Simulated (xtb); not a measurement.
# Run report: CH₅FSSn, calculation of the molecule and its ions

CH₅FSSn, SMILES [CH3][SnH]([F])[SH], computed with GFN1-xTB (xtb 6.7.1).

The geometry was optimised with GFN2-xTB.

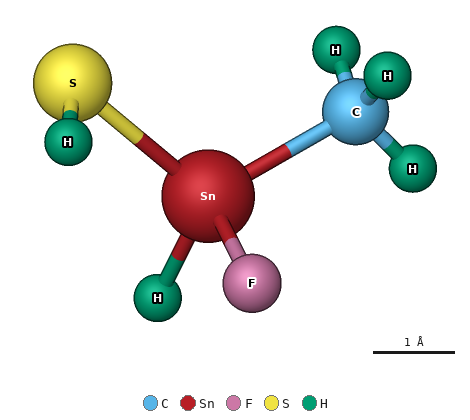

Fig. 1: The input geometry (ball-and-stick view, seen at a tilt). Sticks mark near contacts. Bond lengths as drawn: C–H 1.08 to 1.09 Å, C–Sn 2.19 Å, F–Sn 1.98 Å, H–S 1.32 Å, H–Sn 1.74 Å and S–Sn 2.41 Å.

## Input file (input.xyz)
```
9

C     -0.317894     0.951009    -1.226763
Sn     0.038761    -0.718018     0.143794
F      1.990507    -0.642838     0.494595
S     -0.812046    -0.383904     2.374084
H     -1.383855     1.117471    -1.324384
H      0.161128     1.817737    -0.782475
H      0.122199     0.732642    -2.191759
H     -0.083321    -2.348632    -0.436606
H      0.372922    -0.571867     2.932515
```

## File detailed.inp
```
$chrg 0
$spin 0
$end
```

Command:
```bash
xtb --acc 0.001 -I detailed.inp --vipea --gfn 2 -- input.xyz > input.out
```

## Output
```
* xtb version 6.7.1
   ID    Z sym.   atoms
    1    6 C      1
    2   50 Sn     2
    3    9 F      3
    4   16 S      4
    5    1 H      5-9

           -------------------------------------------------
          |                Calculation Setup                |
           -------------------------------------------------

          program call               : xtb --acc 0.001 -I detailed.inp --vipea --gfn 2 -- input.xyz
          coordinate file            : input.xyz
          omp threads                :                     1

           -------------------------------------------------
          |                 G F N 1 - x T B                 |
           -------------------------------------------------

      * Hamiltonian:
        H0-scaling (s, p, d)           1.850000    2.250000    2.000000
        zeta-weighting                 0.000000
      * Dispersion:
        s8                             2.400000
        a1                             0.630000
        a2                             5.000000
        s9                             0.000000
      * Repulsion:
        kExp                           1.500000
        rExp                           1.000000
      * Coulomb:
        alpha                          2.000000
        third order                    atomic
        anisotropic                    false
      * Halogen bond correction:
        rad-scale                      1.300000
        damping                        0.440000

          ...................................................
          :                      SETUP                      :
          :.................................................:
          :  # basis functions                  38          :
          :  # atomic orbitals                  36          :
          :  # shells                           20          :
          :  # electrons                        26          :
          :  # halogen bonds                     0          :
          :  max. iterations                   250          :
          :  Hamiltonian                  GFN1-xTB          :
          :  restarted?                      false          :
          :  GBSA solvation                  false          :
          :  PC potential                    false          :
          :  electronic temp.          300.0000000     K    :
          :  accuracy                    0.0010000          :
          :  -> integral cutoff          0.5500000E+02      :
          :  -> integral neglect         0.1000000E-10      :
          :  -> SCF convergence          0.1000000E-08 Eh   :
          :  -> wf. convergence          0.2000000E-07 e    :
          :  Broyden damping             0.4000000          :
          :  net charge                          0          :
          :  unpaired electrons                  0          :
          ...................................................

 iter      E             dE          RMSdq      gap      omega  full diag
   1    -16.1988416 -0.161988E+02  0.523E+00    3.30       0.0  T
   2    -16.2319645 -0.331230E-01  0.334E+00    4.07       1.0  T
   3    -16.2297390  0.222556E-02  0.156E+00    3.36       1.0  T
   4    -16.2367947 -0.705574E-02  0.152E-01    3.81       1.0  T
   5    -16.2370386 -0.243906E-03  0.616E-02    3.74       1.0  T
   6    -16.2370459 -0.731669E-05  0.944E-03    3.74       3.5  T
   7    -16.2370461 -0.189943E-06  0.156E-03    3.74      21.4  T
   8    -16.2370461 -0.130240E-07  0.325E-04    3.74     102.7  T
   9    -16.2370461  0.166715E-09  0.243E-04    3.74     137.3  T
  10    -16.2370461 -0.327301E-09  0.568E-06    3.74    5867.4  T
  11    -16.2370461 -0.181188E-12  0.137E-06    3.74   24414.7  T
  12    -16.2370461 -0.355271E-14  0.121E-07    3.74  100000.0  T
  13    -16.2370461  0.710543E-14  0.195E-08    3.74  100000.0  T

   *** convergence criteria satisfied after 13 iterations ***

         #    Occupation            Energy/Eh            Energy/eV
      -------------------------------------------------------------
         1        2.0000           -0.9464049             -25.7530
       ...           ...                  ...                  ...
         7        2.0000           -0.5262122             -14.3190
         8        2.0000           -0.4907769             -13.3547
         9        2.0000           -0.4817745             -13.1098
        10        2.0000           -0.4792462             -13.0410
        11        2.0000           -0.4635122             -12.6128
        12        2.0000           -0.4493101             -12.2264
        13        2.0000           -0.4213908             -11.4666 (HOMO)
        14                         -0.2837826              -7.7221 (LUMO)
        15                         -0.1980590              -5.3895
        16                         -0.1738244              -4.7300
        17                         -0.1416955              -3.8557
        18                         -0.1319064              -3.5894
       ...                                ...                  ...
        36                          0.9933282              27.0298
      -------------------------------------------------------------
                  HL-Gap            0.1376082 Eh            3.7445 eV
             Fermi-level           -0.3525867 Eh           -9.5944 eV

 SCC (total)                   0 d,  0 h,  0 min,  0.074 sec
 SCC setup                      ...        0 min,  0.000 sec (  0.361%)
 Dispersion                     ...        0 min,  0.000 sec (  0.120%)
 classical contributions        ...        0 min,  0.000 sec (  0.055%)
 integral evaluation            ...        0 min,  0.012 sec ( 16.307%)
 iterations                     ...        0 min,  0.023 sec ( 30.901%)
 molecular gradient             ...        0 min,  0.038 sec ( 51.742%)
 printout                       ...        0 min,  0.000 sec (  0.457%)

         :::::::::::::::::::::::::::::::::::::::::::::::::::::
         ::                     SUMMARY                     ::
         :::::::::::::::::::::::::::::::::::::::::::::::::::::
         :: total energy             -16.165189699559 Eh    ::
         :: gradient norm              0.021881837083 Eh/a0 ::
         :: HOMO-LUMO gap              3.744509448368 eV    ::
         ::.................................................::
         :: SCC energy               -16.237046146249 Eh    ::
         :: -> electrostatic           0.037220473871 Eh    ::
         :: repulsion energy           0.074677987159 Eh    ::
         :: dispersion energy         -0.002821540470 Eh    ::
         :: halogen bond corr.         0.000000000000 Eh    ::
         :: add. restraining           0.000000000000 Eh    ::
         :: total charge               0.000000000000 e     ::
         :::::::::::::::::::::::::::::::::::::::::::::::::::::

           -------------------------------------------------
          |        vertical delta SCC IP calculation        |
           -------------------------------------------------

 iter      E             dE          RMSdq      gap      omega  full diag
   1    -15.5766435 -0.155766E+02  0.294E+00    3.74       0.0  T
   2    -15.4819722  0.946713E-01  0.406E+00    3.90       1.0  T
   3    -15.6866489 -0.204677E+00  0.821E-01    4.27       1.0  T
   4    -15.6820405  0.460841E-02  0.870E-01    4.17       1.0  T
   5    -15.6863418 -0.430123E-02  0.564E-01    4.25       1.0  T
   6    -15.6604983  0.258435E-01  0.131E+00    4.08       1.0  T
   7    -15.6899271 -0.294288E-01  0.267E-01    4.21       1.0  T
   8    -15.6902562 -0.329108E-03  0.233E-01    4.24       1.0  T
   9    -15.6911745 -0.918299E-03  0.378E-02    4.23       1.0  T
  10    -15.6911811 -0.659256E-05  0.319E-02    4.23       1.0  T
  11    -15.6911983 -0.172839E-04  0.521E-03    4.23       6.4  T
  12    -15.6911988 -0.462286E-06  0.763E-04    4.23      43.7  T
  13    -15.6911988 -0.974811E-08  0.144E-04    4.23     232.2  T
  14    -15.6911988 -0.320968E-09  0.500E-05    4.23     667.1  T
  15    -15.6911988 -0.402984E-10  0.108E-05    4.23    3098.6  T
  16    -15.6911988 -0.195044E-11  0.579E-07    4.23   57619.8  T
  17    -15.6911988  0.301981E-13  0.103E-06    4.23   32481.0  T
  18    -15.6911988 -0.106581E-13  0.417E-08    4.23  100000.0  T
  19    -15.6911988 -0.390799E-13  0.540E-08    4.23  100000.0  T
     SCC iter.                  ...        0 min,  0.036 sec
     gradient                   ...        0 min,  0.024 sec
------------------------------------------------------------------------
empirical IP shift (eV):    4.8455
delta SCC IP (eV):   10.0078
------------------------------------------------------------------------
           -------------------------------------------------
          |        vertical delta SCC EA calculation        |
           -------------------------------------------------

 iter      E             dE          RMSdq      gap      omega  full diag
   1    -16.3801206 -0.163801E+02  0.306E+00    2.43       0.0  T
   2    -16.4062199 -0.260993E-01  0.135E+00    2.15       1.0  T
   3    -16.4101524 -0.393255E-02  0.832E-01    2.24       1.0  T
   4    -16.4107392 -0.586762E-03  0.353E-01    2.20       1.0  T
   5    -16.4107497 -0.105058E-04  0.942E-02    2.17       1.0  T
   6    -16.4107563 -0.656399E-05  0.184E-02    2.17       1.8  T
   7    -16.4107566 -0.351726E-06  0.756E-03    2.18       4.4  T
   8    -16.4107567 -0.112931E-06  0.158E-03    2.17      21.0  T
   9    -16.4107567 -0.717433E-08  0.306E-04    2.17     108.8  T
  10    -16.4107567 -0.312276E-09  0.129E-04    2.17     258.5  T
  11    -16.4107567 -0.946585E-10  0.149E-05    2.17    2236.7  T
  12    -16.4107567 -0.145661E-11  0.122E-06    2.17   27330.5  T
  13    -16.4107567 -0.106581E-13  0.119E-06    2.17   28104.2  T
  14    -16.4107567  0.710543E-14  0.963E-08    2.17  100000.0  T
  15    -16.4107567 -0.142109E-13  0.594E-10    2.17  100000.0  T
     SCC iter.                  ...        0 min,  0.017 sec
     gradient                   ...        0 min,  0.023 sec
------------------------------------------------------------------------
empirical EA shift (eV):    4.8455
delta SCC EA (eV):   -0.1186
------------------------------------------------------------------------
           -------------------------------------------------
          |                Property Printout                |
           -------------------------------------------------

    * Orbital Energies and Occupations

         #    Occupation            Energy/Eh            Energy/eV
      -------------------------------------------------------------
         1        2.0000           -0.7172650             -19.5178
         2        2.0000           -0.6243505             -16.9894
         3        2.0000           -0.5391014             -14.6697
         4        2.0000           -0.4218606             -11.4794
         5        2.0000           -0.3243876              -8.8270
         6        2.0000           -0.3219819              -8.7616
         7        2.0000           -0.3160778              -8.6009
         8        2.0000           -0.2807320              -7.6391
         9        2.0000           -0.2746152              -7.4727
        10        2.0000           -0.2723129              -7.4100
        11        2.0000           -0.2505007              -6.8165
        12        2.0000           -0.2317776              -6.3070
        13        2.0000           -0.2014727              -5.4824
        14        1.0000           -0.0642379              -1.7480 (HOMO)
        15                          0.0156836               0.4268 (LUMO)
        16                          0.0372503               1.0136
        17                          0.0697471               1.8979
        18                          0.0788844               2.1466
        19                          0.1107232               3.0129
        20                          0.1251741               3.4062
        21                          0.1316098               3.5813
        22                          0.1428661               3.8876
        23                          0.1640872               4.4650
        24                          0.1887671               5.1366
        25                          0.2009307               5.4676
       ...                                ...                  ...
        36                          1.2122183              32.9861
      -------------------------------------------------------------
                  HL-Gap            0.0799215 Eh            2.1748 eV
             Fermi-level           -0.0785662 Eh           -2.1379 eV

  Mulliken/CM5 charges         n(s)   n(p)   n(d)
     1C    -0.23924 -0.38953   1.053  3.186  0.000
     2Sn    0.24537  0.23597   1.942  1.505  0.309
     3F    -0.47340 -0.49953   1.851  5.622  0.000
     4S    -0.38764 -0.47462   1.933  4.438  0.016
     5H    -0.03115  0.02107   1.031  0.000  0.000
     6H    -0.01250  0.04005   1.013  0.000  0.000
     7H    -0.02009  0.03216   1.020  0.000  0.000
     8H    -0.16196 -0.11765   1.162  0.000  0.000
     9H     0.08060  0.15208   0.919  0.000  0.000

Wiberg/Mayer (AO) data.
largest (>0.10) Wiberg bond orders for each atom

 ---------------------------------------------------------------------------
     #   Z sym  total        # sym  WBO       # sym  WBO       # sym  WBO
 ---------------------------------------------------------------------------
     1   6 C    3.827 --     6 H    1.000     5 H    0.999     7 H    0.998
                             2 Sn   0.553     4 S    0.130     8 H    0.100
     2  50 Sn   2.844 --     3 F    0.792     4 S    0.766     8 H    0.718
                             1 C    0.553
     3   9 F    0.919 --     2 Sn   0.792
     4  16 S    2.044 --     9 H    0.993     2 Sn   0.766     1 C    0.130
     5   1 H    1.033 --     1 C    0.999
     6   1 H    1.027 --     1 C    1.000
     7   1 H    1.017 --     1 C    0.998
     8   1 H    0.967 --     2 Sn   0.718     1 C    0.100
     9   1 H    1.023 --     4 S    0.993
 ---------------------------------------------------------------------------

Topologies differ in total number of bonds
Writing topology from bond orders to xtbtopo.mol

 dipole moment from electron density (au)
     X       Y       Z
  -0.9562   0.9109  -1.3221  total (Debye):    4.750

           -------------------------------------------------
          | TOTAL ENERGY              -16.338900281966 Eh   |
          | GRADIENT NORM               0.097657755021 Eh/α |
          | HOMO-LUMO GAP               2.174774800363 eV   |
           -------------------------------------------------

------------------------------------------------------------------------
------------------------------------------------------------------------
 total:
 *  cpu-time:     0 d,  0 h,  0 min,  0.103 sec
 * ratio c/w:     0.466 speedup
 SCF:
 *  cpu-time:     0 d,  0 h,  0 min,  0.087 sec
 * ratio c/w:     0.449 speedup
```

## Standard error
```
normal termination of xtb
```

## Results in brief

```json
{"quantity": "outcome", "value": "converged"}
{"quantity": "electrons treated", "value": "26"}
{"quantity": "total energy", "value": "−16.165190 hartree"}
{"quantity": "dispersion energy", "value": "−0.002822 hartree"}
{"quantity": "basis functions", "value": "38"}
{"quantity": "hardware", "value": "1 thread of Intel Xeon @ 2.50GHz (Skylake/Cascade Lake), 189 GiB of memory available, shared host"}
{"quantity": "peak memory", "value": "0.071 GiB"}
```
